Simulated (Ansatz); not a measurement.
## Electronic structure of Ga$_{4}$P$_{3}$N in real space

```
N P Ga
1.0
     6.05193    0.00000   -0.01554
     0.00000    3.67948    0.00000
    -0.01650    0.00000    6.38703
N P Ga
1 3 4
Cartesian
  6.0289 0.0000 2.1170
  0.0159 1.8397 5.3312
  2.9942 1.8397 1.1447
  3.0513 0.0000 4.1664
  1.9596 0.0000 2.1223
  2.3423 1.8397 5.3281
  5.3873 1.8397 1.2556
  5.3882 0.0000 4.0128
```

Space group Pm; started from the ordered alloy on wurtzite lattice prototype, which need not be the ambient phase; computed pressure about 3 GPa in this cell.

Method: Ansatz 0.2.0, DFT, PBE, plane waves, PAW.

In a PAW calculation such maps are meaningful between the atoms, not at the nuclei.

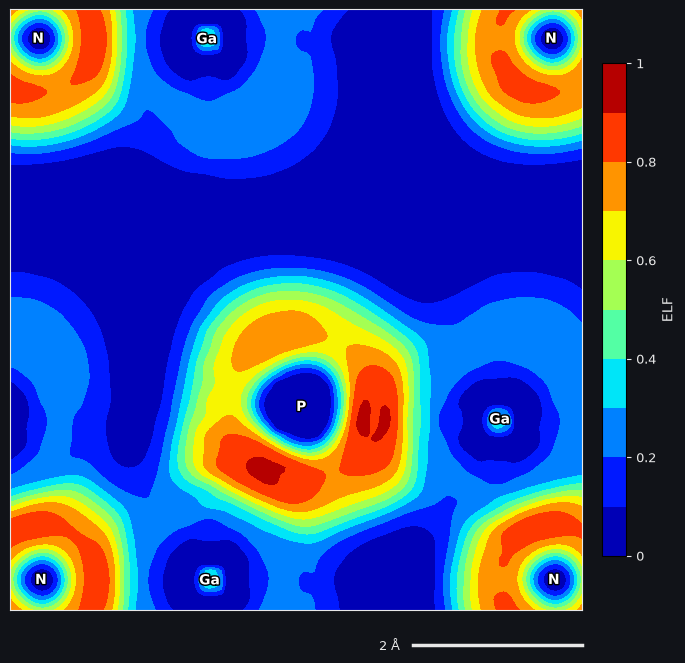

Figure 1. ELF on the (010) plane of the conventional cell.

What does the map show?

Answer. Atoms in the plane: N, P and Ga.
Ga–N (1.98 Å): the ELF peaks at about 0.85 in the valence shell of N, 0.7 Å from its nucleus, and is about 0.50 at the midpoint.
Ga–P (2.32 Å): the ELF peaks at about 0.90 between the atoms, as expected for a shared electron pair.
Ga–P (2.34 Å): the ELF peaks at about 0.90 in the valence shell of P, 0.7 Å from its nucleus, and is about 0.75 at the midpoint.

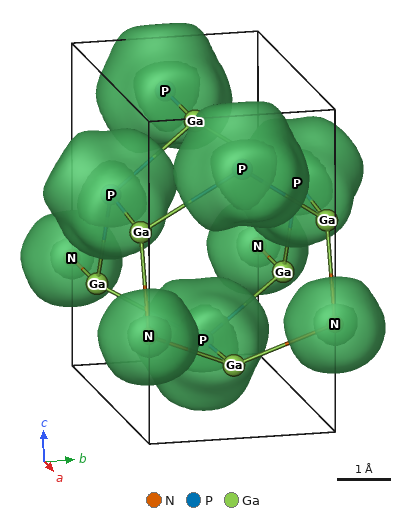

Figure 2. Isosurface of the electron localisation function at 0.65 (green), seen slightly off an axis. Only the valence region is drawn (cores and ρ < 0.01 e/Å³ removed). Sticks mark near contacts.

Describe the localisation domains.

Answer. The surface consists of three regions on P in which the atom's valence shell and bonds are merged and one region wrapped around N (its valence shell), counted in one cell of 8 atoms. Regions shared between cells count once. Along the contacts the grid gives the following. Ga–P (2.29 Å): the ELF peaks at about 0.90 in the valence shell of P, 0.9 Å from its nucleus, and is about 0.75 at the midpoint.
